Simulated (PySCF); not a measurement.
**SiNH2F2 (SMILES [NH][SiH](F)F): UB2PLYP/cc-pVDZ**

Aim: the vertical ionisation energy of SiNH2F2 at UB2PLYP/cc-pVDZ, from 2 runs. The job is set up through a Python script.

Program for the calculation: PySCF 2.14.0.

### Step 1. The structure to begin with

SiNH2F2: 6 atoms, total charge 0, spin state doublet. SMILES: `[NH][SiH](F)F`. Geometry: relaxed at PBE0-D4/def2-TZVP. This is one conformer, not always the lowest.

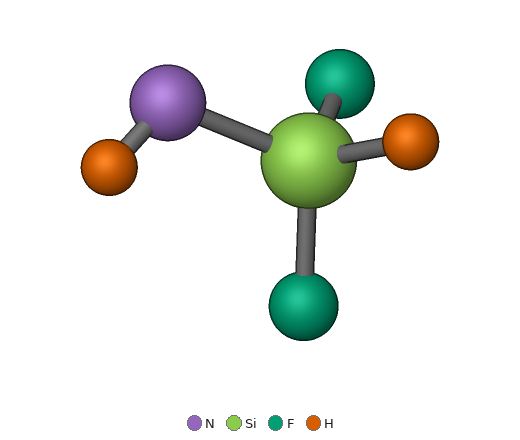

The structure, seen from a chosen angle (nitrogen purple, silicon green, fluorine teal, hydrogen orange).

### Step 2. The energy at UB2PLYP/cc-pVDZ

The input, run.py:

```python
from pyscf import gto, dft, mp

molecule = gto.Mole()
molecule.atom = [
    ('N', (-0.025400, 1.001700, -0.903700)),
    ('Si', (0.188000, -0.244900, 0.273000)),
    ('F', (1.578700, -0.941400, -0.004700)),
    ('F', (-0.908600, -1.390200, 0.207400)),
    ('H', (-0.977800, 1.156700, -1.236500)),
    ('H', (0.187200, 0.354100, 1.618300)),
]
molecule.spin = 1
molecule.basis = 'cc-pvdz'
molecule.verbose = 3
molecule.max_memory = 1860
molecule.build()

calc0 = dft.UKS(molecule, xc='0.53*HF + 0.47*B88, 0.73*LYP')
calc0.grids.level = 6
calc0.conv_tol = 1e-10
calc0.kernel()
if not calc0.converged:
    calc0 = calc0.newton().run(calc0.mo_coeff, calc0.mo_occ)

pt = mp.MP2(calc0, frozen=8).run()
energy = calc0.e_tot + 0.27 * pt.e_corr
print('PT2 part  %.8f' % (0.27 * pt.e_corr))
print('E(%s) = %.9f' % ('B2PLYP', energy))
```

Run with:

```console
$ OMP_NUM_THREADS=1 python run.py
```

Output:

```text
WARN: HOMO -0.279712210242157 >= LUMO -0.279712210242154

converged SCF energy = -544.680901844  <S^2> = 0.75411287  2S+1 = 2.0041087
E(UMP2) = -545.396564922564  E_corr = -0.715663078564251
E(SCS-UMP2) = -545.377074951867  E_corr = -0.696173107866822
PT2 part  -0.19322903
E(B2PLYP) = -544.874130875
```

It took 37 s on 1 thread of Arm Neoverse V2, shared host; peak memory 0.39 GiB.

### Step 3. The singlet cation at the same level

The input, input.py:

```python
from pyscf import gto, dft, mp

mol = gto.Mole()
mol.atom = [
    ('N', (-0.025400, 1.001700, -0.903700)),
    ('Si', (0.188000, -0.244900, 0.273000)),
    ('F', (1.578700, -0.941400, -0.004700)),
    ('F', (-0.908600, -1.390200, 0.207400)),
    ('H', (-0.977800, 1.156700, -1.236500)),
    ('H', (0.187200, 0.354100, 1.618300)),
]
mol.charge = 1
mol.max_memory = 1860
mol.basis = 'cc-pvdz'
mol.verbose = 4
mol.build()

calc0 = dft.RKS(mol)
calc0.xc = '0.53*HF + 0.47*B88, 0.73*LYP'
calc0.grids.level = 6
calc0.conv_tol = 1e-10
calc0.kernel()
if not calc0.converged:
    calc0 = calc0.newton().run(calc0.mo_coeff, calc0.mo_occ)

pt = mp.MP2(calc0, frozen=8).run()
e_final = calc0.e_tot + 0.27 * pt.e_corr
print('PT2 part  %.8f' % (0.27 * pt.e_corr))
print('E(%s) = %.9f' % ('B2PLYP', e_final))
```

Run with:

```console
$ OMP_NUM_THREADS=1 python input.py
```

Output:

```text
PySCF version 2.14.0

[... 86 lines left out ...]
converged SCF energy = -544.225014714839
[... 1 line left out ...]
******** <class 'pyscf.mp.mp2.RMP2'> ********
nocc = 12, nmo = 62
frozen orbitals 8
E(RMP2) = -544.945248724431  E_corr = -0.720234009591171
E(SCS-RMP2) = -544.931214830648  E_corr = -0.706200115808955
E_corr(same-spin) = -0.18240080273129
E_corr(oppo-spin) = -0.537833206859882
PT2 part  -0.19446318
E(B2PLYP) = -544.419477897
```

Run time: 21 s. Hardware: 1 thread of Arm Neoverse V2, shared host; peak memory 0.36 GiB.

### Step 4. Summary of results

Level: UB2PLYP/cc-pVDZ, 8 core orbitals frozen.

| quantity | value |
| --- | --- |
| doublet SiNH2F2: total energy | -544.87413 Eh |
| doublet SiNH2F2: dipole moment (SCF part) | 2.05 D |
| doublet SiNH2F2: HOMO energy (SCF part's orbitals) (highest over α and β) | -10.02 eV |
| doublet SiNH2F2: LUMO energy (SCF part's orbitals) (lowest over α and β) | -1.87 eV |
| doublet SiNH2F2: ⟨S²⟩ | 0.754 |
| singlet cation: total energy | -544.41948 Eh |
| singlet cation: HOMO energy (SCF part's orbitals) | -18.96 eV |
| singlet cation: LUMO energy (SCF part's orbitals) | -13.28 eV |
| singlet cation: HOMO–LUMO gap (SCF part's orbitals) | 5.68 eV |
| vertical ionisation energy (to the singlet cation) | 12.372 eV |

**Reading.** The vertical ionisation energy comes to 12.37 eV (1194 kJ/mol). Only the singlet of the ionised species was computed; a triplet could lie lower. Mulliken charges (doublet SiNH2F2) run from -0.35 on F4 to +0.97 on Si2; they depend strongly on the basis.
